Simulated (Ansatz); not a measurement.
# Fields on a plane of VN (rock salt)

```
VN
1.0
    0.00000     2.03657     2.03657
    2.03657     0.00000     2.03657
    2.03657     2.03657     0.00000
N V
1 1
Direct
  0.00000   0.00000   0.00000
  0.50000   0.50000   0.50000
```

The slice is a {111} plane (indices of the conventional cell) through the point (0.500, 0.500, 0.500) (fractional), spanned by u = [100] and v = [-1 2 0] in vectors of this cell: u (2.88 Å) and v (4.99 Å, at 90° to u). It covers one period; positions are fractions (u, v).

Atoms on it: V at (0.00, 0.00); V at (0.50, 0.50).

Calculation: PBEsol (plane waves to 420 eV, PAW, scalar-relativistic; Ansatz, a first-principles code). k mesh 20×20×20. Inside the PAW spheres the values are not all-electron values, and peaks at nuclei hang on which shells count as valence. VN is run without spin polarisation. VN was relaxed with its symmetry unable to fall.

```
|xx@=  .  =@x|
|@@*. .:. .*@|
|=-.  :-:  .-|
|    .:-:.   |
|............|
|-:.       .:|
|-:  .-=-.  :|
|:. .*@@@*. .|
|.  =@xxx@=  |
|.  +@xxx@+  |
|.  =@xxx@=  |
|:. .*@@@*. .|
|-:  .-=-.  :|
|-:.       .:|
|............|
|    .:-:.   |
|=-.  :-:  .-|
|@@*. .:. .*@|
|xx@=  .  =@x|
|xx@+  .  +@x|
```
Scale: ten equal steps from 0.11 (start of ' ') to 0.75 (end of '@'), in the order ' .:-=+*#%@'. Values: electron localisation function (ELF). The map has 12 points along u (one character each, u = 0 at the left) and 20 along v (v = 0 in the bottom row). Points within 0.4 Å of a nucleus are blanked (x), as the pseudised field means little there.

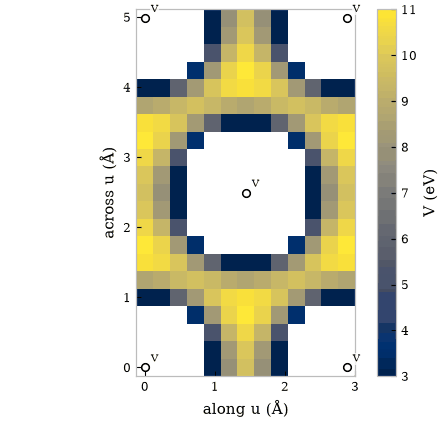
Fig. 1. Electrostatic potential energy of an electron, from the cell's mean, in eV, one period of the plane, atoms marked. Points within 0.9 Å of a nucleus are left white, as the pseudised field means little there. Values under 3 eV are set to 3. The zero, the cell's mean, hangs on the PAW cores.
